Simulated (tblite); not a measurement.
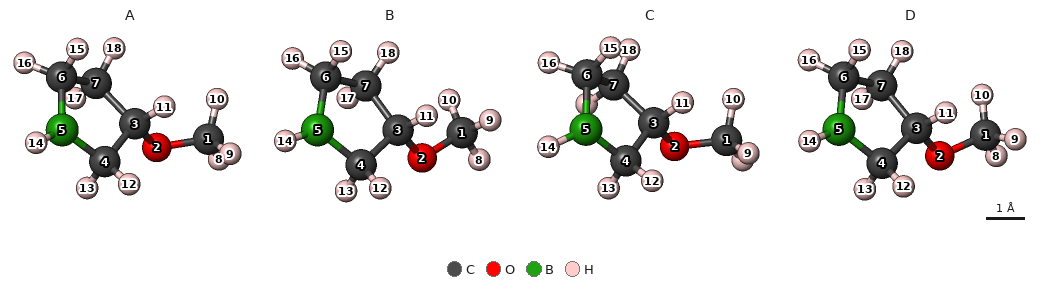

4 geometries from one relaxation of C$_{5}$H$_{11}$BO, in shuffled order. The picture is a ball-and-stick view, seen at a tilt.

All numbers below come from GFN2-xTB geometry optimisation, gas phase in tblite. 

### Put them in the order of the run, from the start to the converged end.

C, A, D, B. They are steps 0, 51, 71, 110, at +14.8 kcal/mol, +1.44 kcal/mol, +0.70 kcal/mol relative to the last. The largest moves after the best rigid fit, 0.96 Å, are those of H9 and H10. Largest moves by element: H 0.96 Å, O 0.49 Å, C 0.34 Å, B 0.26 Å. Among the contacts that change: O2–C3 1.373 → 1.415 Å, C4–H12 1.123 → 1.089 Å, C3–C4 1.505 → 1.537 Å, B5–C6 1.606 → 1.574 Å. Among the angles between lasting bonds that change: H15–C6–H16 114.0° → 105.6°, B5–C6–H16 108.9° → 116.9°, H17–C7–H18 116.1° → 108.5°. Groups turn about O2–C3 by about 50°. Over 110 geometry steps the energy falls by 14.8 kcal/mol. The run took 0.64 s on 1 thread of Intel(R) Xeon(R) Platinum 8375C CPU @ 2.90GHz, with other jobs on the host.
